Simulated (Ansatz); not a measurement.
Start from BaAg2GeS4 (space group I-42m, No. 121; a = 6.7264 Å, c = 8.0504 Å). Axes: x, y, z lie along a, b, c of the conventional cell.

Now apply this change: compressive biaxial strain of 1.50 % in the plane normal to [001], as in epitaxy on a mismatched substrate; the out-of-plane cell vector and the atoms relax.

Calculations: PBEsol, PAW, 420 eV (Ansatz, a program for electronic structure; no spin-orbit coupling).

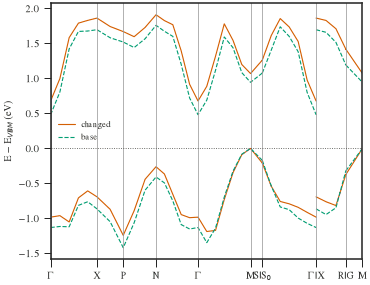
Fig. 1. Highest valence and lowest conduction band along the path, each from its own valence-band maximum

**Question.** Read the changed gap and its character from the plot.

**Answer.** About 0.68 eV, indirect, M → Γ.

No phonon test of stability was made.
